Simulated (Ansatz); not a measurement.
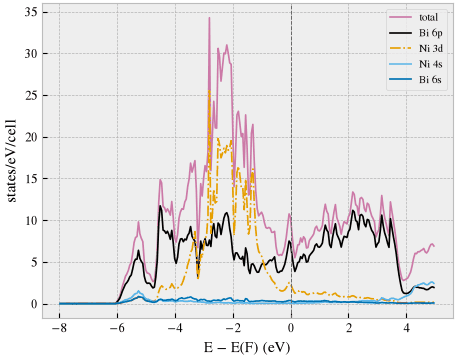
Figure: Total and projected density of states of NiBi$_{3}$ in space group Pnma (No. 62; Ni on 4c, Bi on 4c, Bi on 4c, Bi on 4c), plane-wave PAW r²SCAN (Ansatz code)

Q: Which orbitals carry the states next to the Fermi level?

A: Within 0.5 eV of the Fermi level: Bi 6p 69 %, Ni 3d 23 %. Projections are on Löwdin-orthogonalised atomic valence shells; empty p or d shells of many metals are not among them.

Q: Where is the tallest occupied peak in this window, and what makes it?

A: Near -2.8 eV, about 34 states/eV per cell; the largest projected share is Ni 3d.

The first step of the workflow began from a Materials Project structure, measured or hypothetical; the Crystallography Open Database copy checked does not list it. Its standing as an ambient phase is unchecked. The r²SCAN relaxation kept the symmetry of its start; its stability against distortions is not shown here. The run is not spin-polarised. Scalar-relativistic: spin–orbit coupling is off unless named, which matters more the heavier the elements.

Potentials: the later of the program's two PAW sets.
